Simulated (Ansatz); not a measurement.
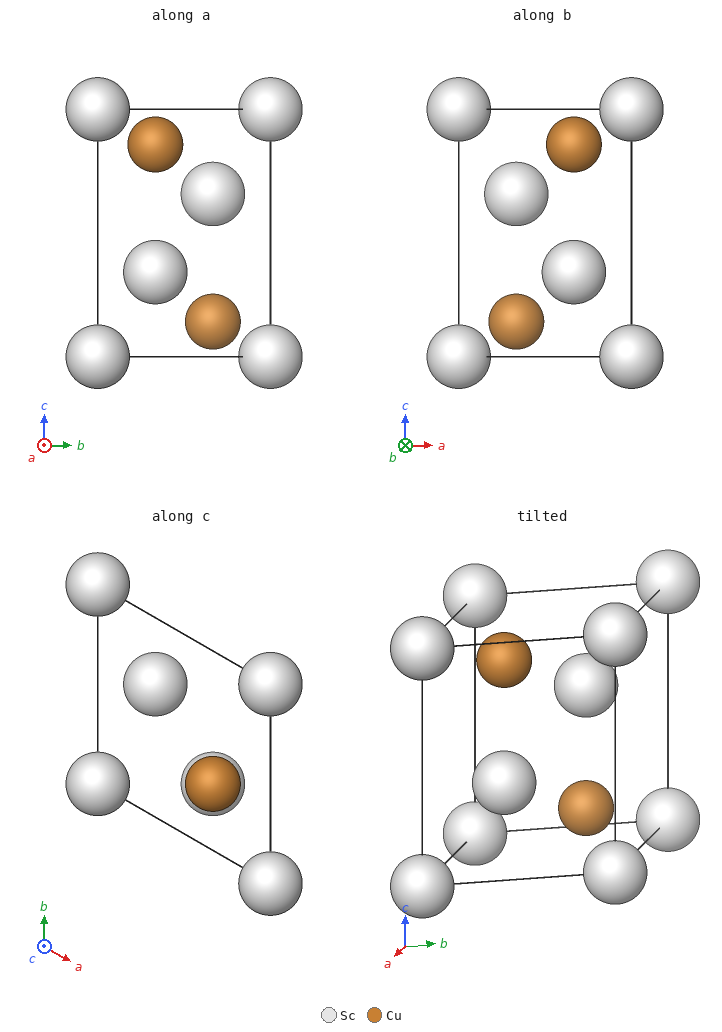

Spheres-only drawing of the structure, looking along the a axis, along the b axis, along the c axis and slightly off an axis. The wireframe shows the conventional unit cell.

Lattice parameters: a = 4.523 Å, b = 4.523 Å, c = 5.609 Å, α = 90.00°, β = 90.00°, γ = 120.00°.

Q: From the views, write a table of Wyckoff sites, with free fractional coordinates to two decimals.

A: Space group P-3m1 (No. 164).
| atom | site | x | y | z |
| --- | --- | --- | --- | --- |
| Sc | 1a | 0.00 | 0.00 | 0.00 |
| Sc | 2d | 0.3333 | 0.6667 | 0.66 |
| Cu | 2d | 0.3333 | 0.6667 | 0.14 |

Origin of the cell: a structure type filled with these elements by a generator (whether the compound takes this form wasn't checked). Earlier steps of the study may have refined or changed the cell and positions. An electronic-structure calculation with Ansatz was run on it.
